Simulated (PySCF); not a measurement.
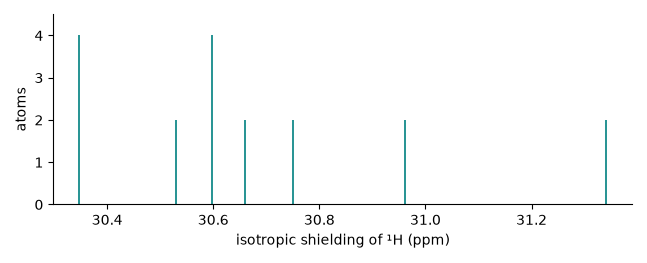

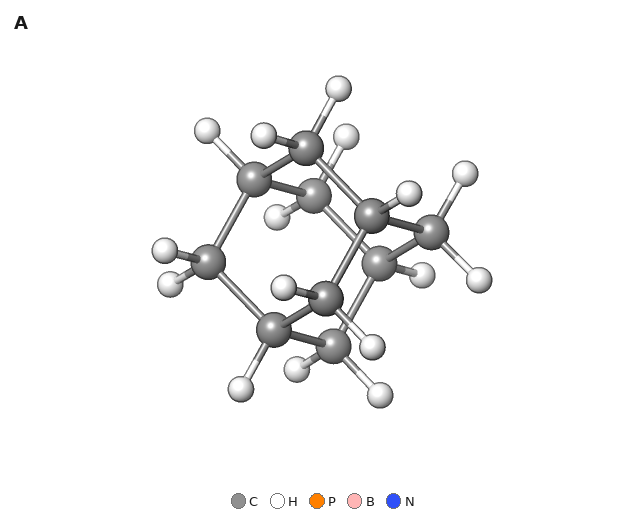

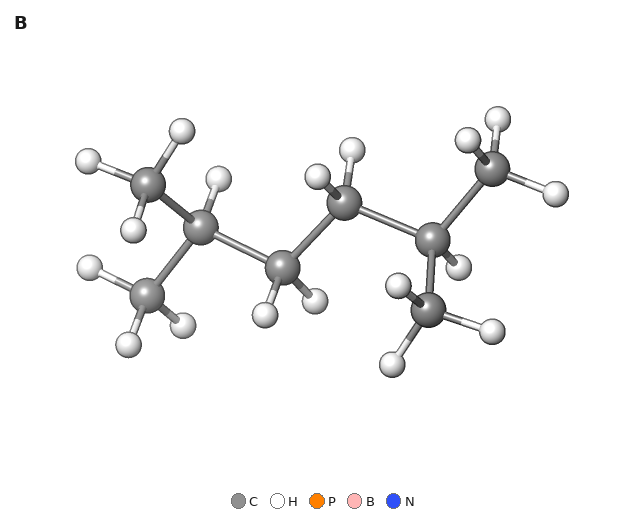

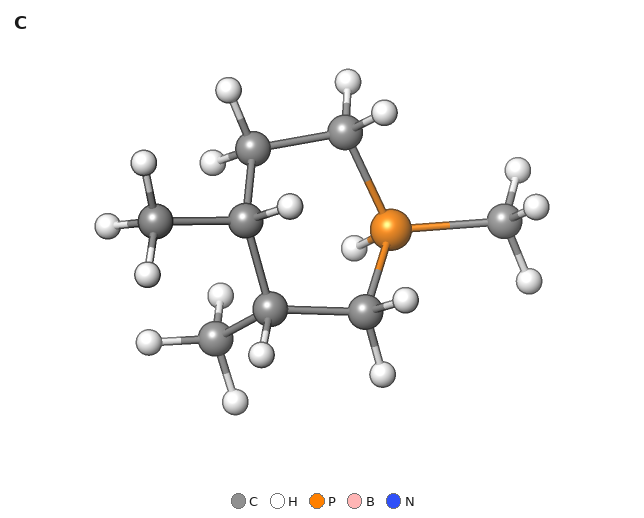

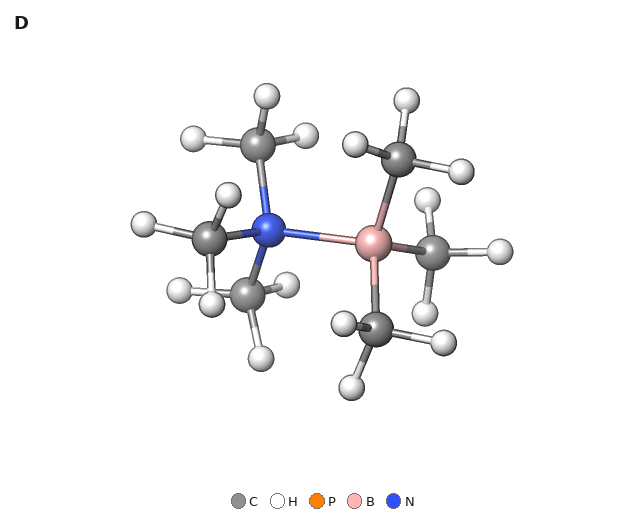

The sticks are computed shieldings of one of the molecules, for one fixed geometry (GFN2-xTB) without averaging over rotations. Low shielding means a high chemical shift. Method: GIAO PBE0/pcSseg-1 NMR shielding, non-relativistic, gas phase (PySCF 2.14.0).

Which molecule gives this pattern?

Answer. B, `CC(C)CCC(C)C`. Its 18 H atoms give lines at 30.35 (4 atoms), 30.53 (2 atoms), 30.60 (4 atoms), 30.66 (2 atoms), 30.75 (2 atoms), 30.96 (2 atoms), 31.34 (2 atoms) ppm.

The geometry is semi-empirical. Around P such bond lengths and angles can be off by a tenth of an ångström or more and by several degrees, and values that hang on the shape move with them.
